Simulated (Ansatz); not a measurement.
CH$_{2}$Al$_{2}$F (SMILES [F][Al+][CH2][Al]) (charge +1)

Input file:

```
crystal:
  periodic: [false, false, false]
  atoms:
    - {symbol: C, position_ang: [0.344255, 1.808341, -0.154317]}
    - {symbol: Al, position_ang: [-1.244171, 0.866217, 0.182532]}
    - {symbol: Al, position_ang: [1.636783, 1.706682, -1.851504]}
    - {symbol: F, position_ang: [-2.531207, -0.131672, 0.070948]}
    - {symbol: H, position_ang: [0.077420, 2.884976, -0.085322]}
    - {symbol: H, position_ang: [1.013660, 1.589219, 0.705320]}
basis:
  gaussian: {orbitals: def2-TZVPD}
total_charge: 1
hamiltonian: {xc: {name: PBE0}}
output: {forces: true, orbitals: {seedname: orbitals}}
```

Command:

```sh
ansatz run input.yaml --threads 1 --pin off --max-ram 2610MiB --events-out events.jsonl --progress --plain --runs-dir runs
```

Geometry: B3LYP-D3(BJ)/def2-SVP.

All numbers below come from isolated molecule in a Gaussian basis; Kohn-Sham density functional theory, functional PBE0 in Ansatz.

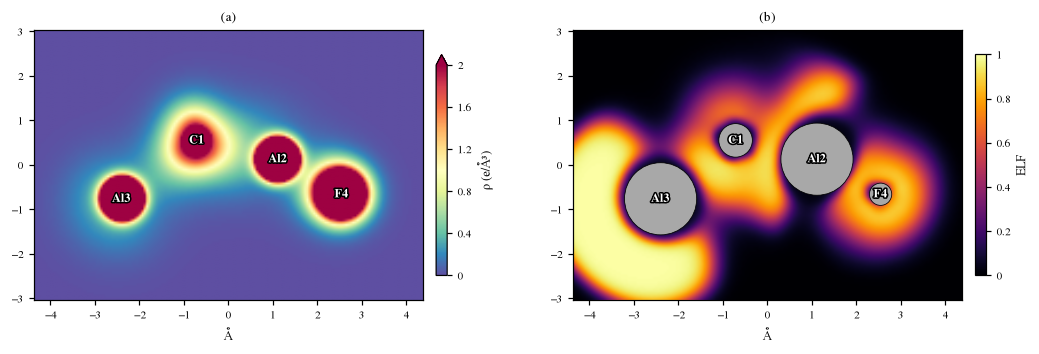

Figure 1. (a) electron density; (b) ELF on the plane of atoms C1, Al2 and F4. Grey discs cover the atomic cores in the ELF map.

Interpret the plot.

The plane passes through C, Al and F nuclei. Al–F (1.63 Å): ρ at the midpoint is about 0.98 e/Å³; the ELF peaks at about 0.85 in the valence shell of F, 0.6 Å from its nucleus, and is about 0.35 at the midpoint. C–Al (1.88 Å): ρ is about 0.73 e/Å³ halfway; the ELF peaks at about 0.90 between the atoms; a polar covalent bond. C–Al (2.14 Å): ρ is about 0.48 e/Å³ halfway; the ELF peaks at about 0.90 in the valence shell of C, 0.8 Å from its nucleus, and is about 0.80 at the midpoint. The ELF also peaks beside F4, away from the bonds: lone-pair regions.

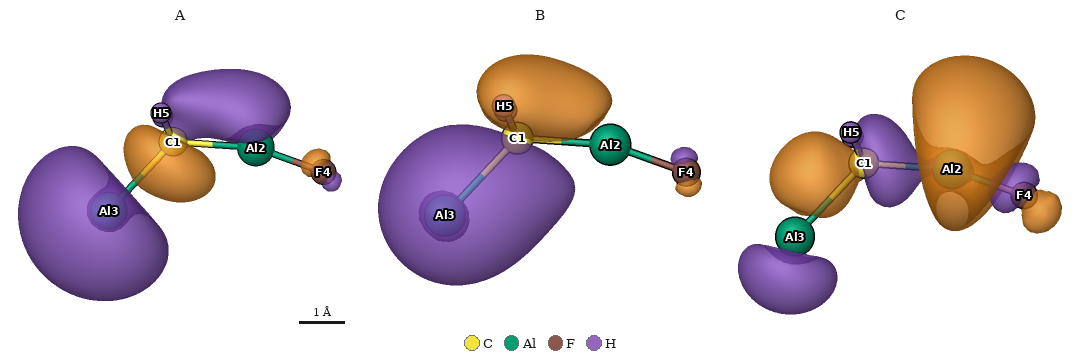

Figure 2. Three frontier orbitals at ±0.08 Å⁻³ᐟ² (orange and purple are the two phases), in no order.

Order the three orbitals by energy and name them.

B is the HOMO−1 (−15.05 eV). By Hirshfeld shares it lies mainly on Al3 (about 40 %) and C1 (about 40 %). A is the HOMO (−10.98 eV). By Hirshfeld shares it lies mainly on Al3 (about 70 %), C1 (about 15 %) and Al2 (about 10 %). C is the LUMO (−7.48 eV). By Hirshfeld shares it lies mainly on Al2 (about 60 %), C1 (about 15 %), Al3 (about 10 %) and F4 (about 10 %).

What is the HOMO–LUMO gap?

3.50 eV between the orbital energies.

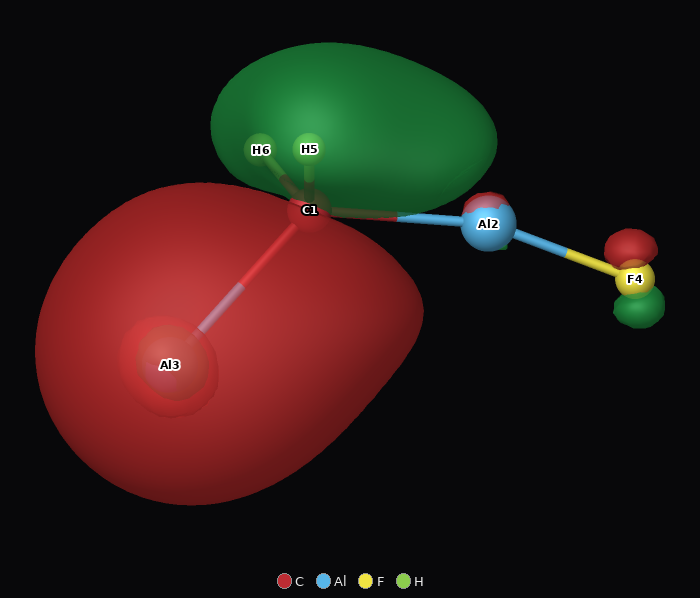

Figure 3. The HOMO−1 at ±0.08 Å⁻³ᐟ² (green and red are the two phases), seen at a tilt.

Where does this orbital lie, and at what energy?

By Hirshfeld shares it lies mainly on Al3 (about 40 %) and C1 (about 40 %). Its energy is −15.05 eV.
